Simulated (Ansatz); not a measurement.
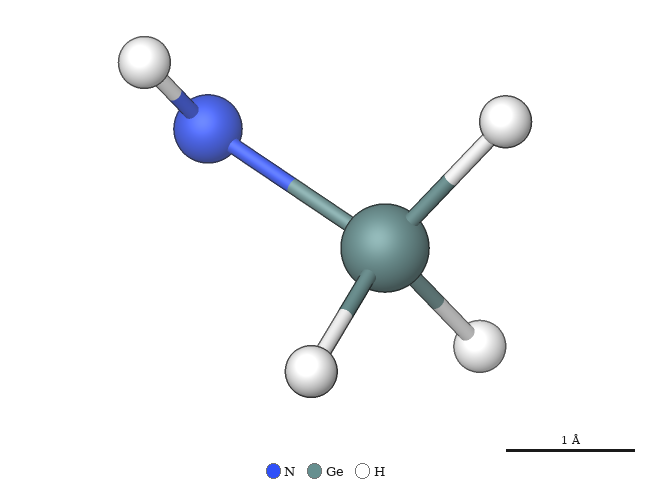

A ball-and-stick model of a molecule. Every bond is drawn as one stick, whatever its order.

Charge 0, doublet.

> Which formula does it have?

GeH4N, 6 atoms: 1 germanium, 4 hydrogen and 1 nitrogen.

> How many atoms are distinct by symmetry?

5: 1 N, 1 Ge, 1 H, 1 H, 2 H.

> What is its SMILES?

[NH][GeH3]

More results for the same structure follow; atom numbers are the same in all pictures, views and colours differ. The computed structure is the end point of a PBE0-D4/def2-TZVP optimisation.

## Dipole moment

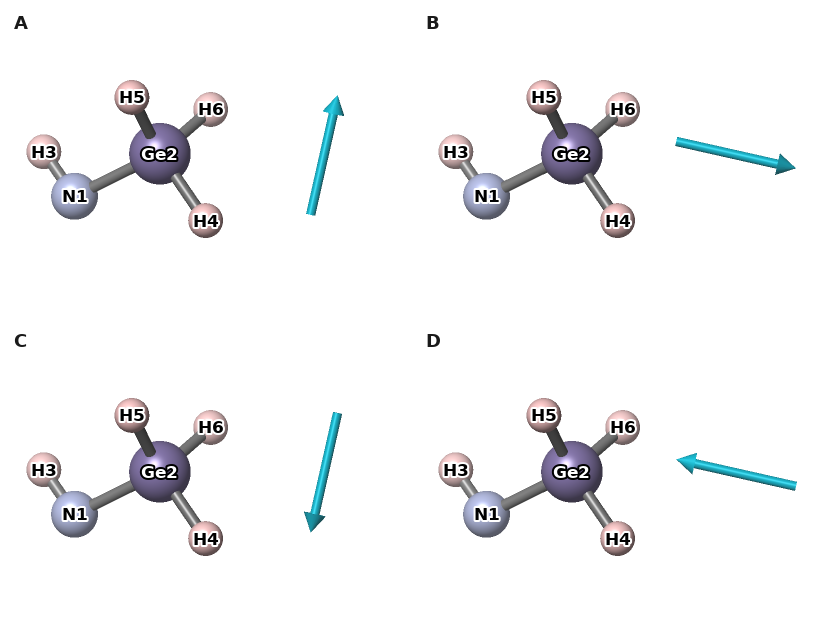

The same molecule four times, each with an arrow. Method: UKS r2SCAN-D4/def2-TZVPP (Ansatz 0.2.0).

> Which arrow points along the dipole moment, from the negative to the positive end?

A. The dipole moment is 1.52 D; it points from the side of N1, H4 to the side of H5, H6 (the outermost atoms at the two ends).

## Vibrations

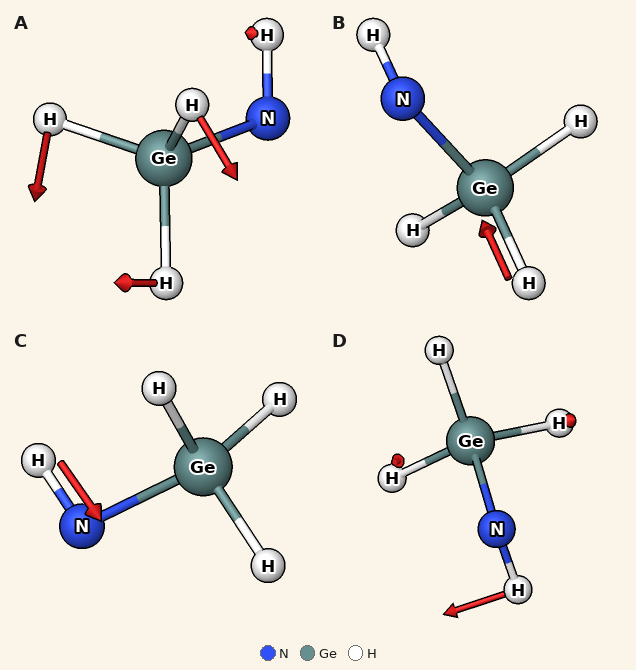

4 normal modes of one molecule or complex, as arrows. Harmonic vibrations computed with UKS PBE0-D4/def2-TZVP (Ansatz 0.2.0) at a stationary point of the same level.

> Match the panels to the wavenumbers 109 cm⁻¹, 865 cm⁻¹, 2185 cm⁻¹, 3436 cm⁻¹.

A: 865 cm⁻¹, H–Ge–H bending
B: 2185 cm⁻¹, Ge–H stretching
C: 3436 cm⁻¹, N–H stretching
D: 109 cm⁻¹

## Charges

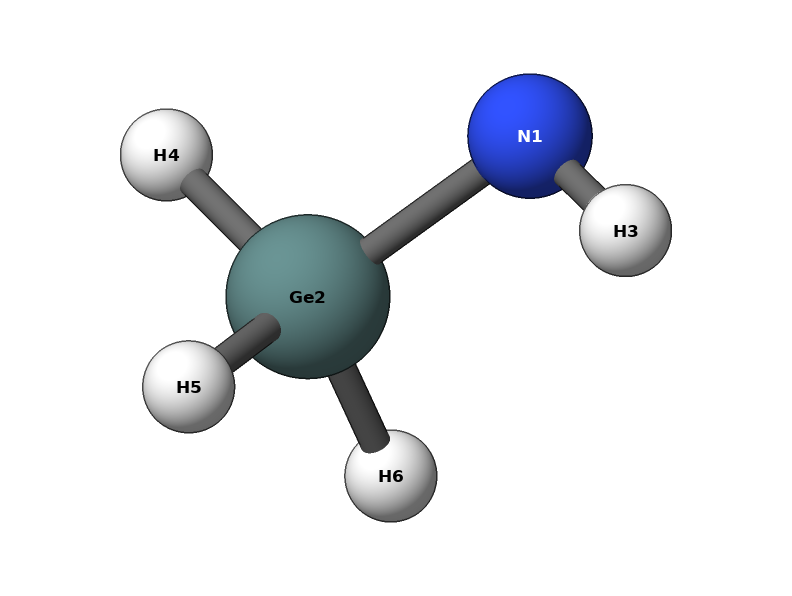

The questions are on Mulliken charges. Properties computed with UKS PBE0-D4/def2-TZVP (Ansatz 0.2.0).

Give the Mulliken charges atom by atom.

```json
{"atom": "N1", "value (e)": "−0.41"}
{"atom": "Ge2", "value (e)": "0.17"}
{"atom": "H3", "value (e)": "0.22"}
{"atom": "H4", "value (e)": "0.01"}
{"atom": "H5", "value (e)": "0.01"}
{"atom": "H6", "value (e)": "0.01"}
```

Mulliken values depend strongly on the basis set and can even reverse the polarity of a bond.
